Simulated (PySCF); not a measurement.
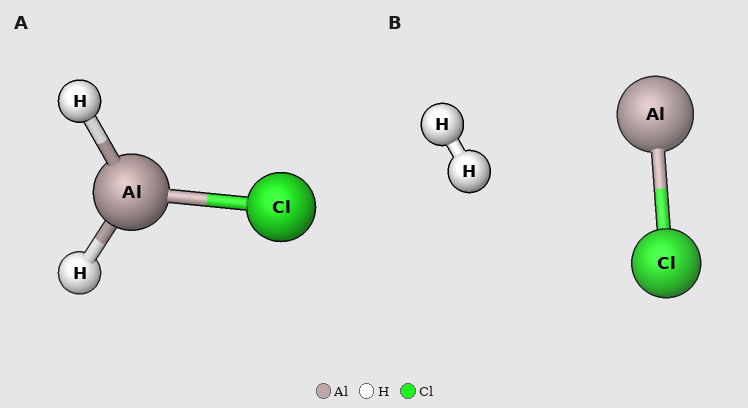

2 stationary structures of one formula. Geometries: PBE0-D4/def2-TZVP. Electronic energies: CCSD(T)/CBS (MP2 limit from def2-TZVPP and def2-QZVPP plus CCSD(T) − MP2) (PySCF 2.14.0), without zero-point energy. No frequency run is at hand to confirm each as a minimum.

Which structure is the most stable?

A is lowest (C2v); B lies 16.3 kcal/mol above it (Cs).

Give E(B) − E(A) in kcal/mol at these levels too: ωB97M-V/def2-TZVPP; RHF-MP2 (frozen core)/def2-QZVPP; SPW92 (LDA)/def2-TZVPP; PBE0-D4/def2-TZVPP; RHF-CCSD(T) (frozen core)/def2-TZVPP; B3LYP-D4/6-31G; B3LYP-D4/def2-TZVPP; PBE0-D4/def2-SVP.

| level | E(B) − E(A) (kcal/mol) |
| --- | --- |
| ωB97M-V/def2-TZVPP | +14.7 |
| RHF-MP2 (frozen core)/def2-QZVPP | +17.8 |
| SPW92 (LDA)/def2-TZVPP | +17.7 |
| PBE0-D4/def2-TZVPP | +16.9 |
| RHF-CCSD(T) (frozen core)/def2-TZVPP | +16.0 |
| B3LYP-D4/6-31G | +4.8 |
| B3LYP-D4/def2-TZVPP | +14.6 |
| PBE0-D4/def2-SVP | +19.0 |
